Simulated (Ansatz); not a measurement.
```xyz
4

O     0.8470    0.7130    1.1333
Si    0.0830   -0.0781    0.0535
O    -0.2002   -1.5522   -0.2667
F    -0.7395    0.9119   -0.8993
```

Geometry: a frame of the PBE0-D4/def2-SVPD trajectory; not at a stationary point (largest force 0.9 eV/Å).

Theory: RKS PBE0-D4/def2-TZVPPD (Ansatz 0.2.0).

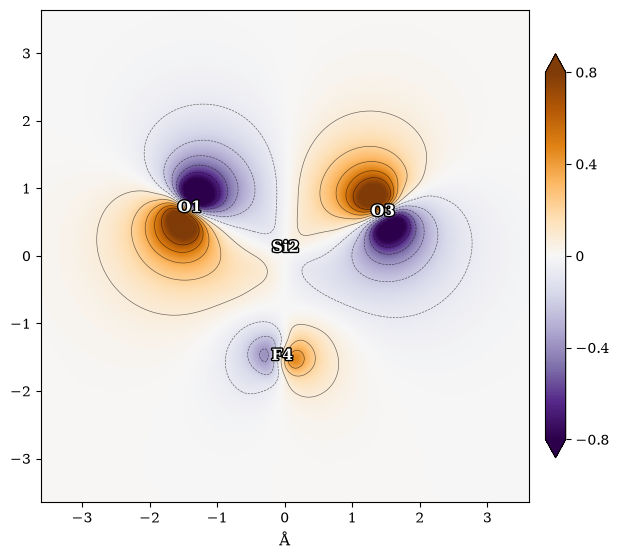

FO2Si (SMILES O=[Si]([O-])F) (charge −1). The HOMO on the molecular plane (values in Å⁻³ᐟ²; the overall sign is arbitrary).

**What is the character of this orbital?**

Its weight (Hirshfeld) is mainly on O1 (about 40 %) and O3 (about 40 %); it is symmetric in the molecular plane (an in-plane orbital: σ, lone-pair or in-plane π type); largely a combination of lone pairs on O1 and O3. Its energy is −2.36 eV.
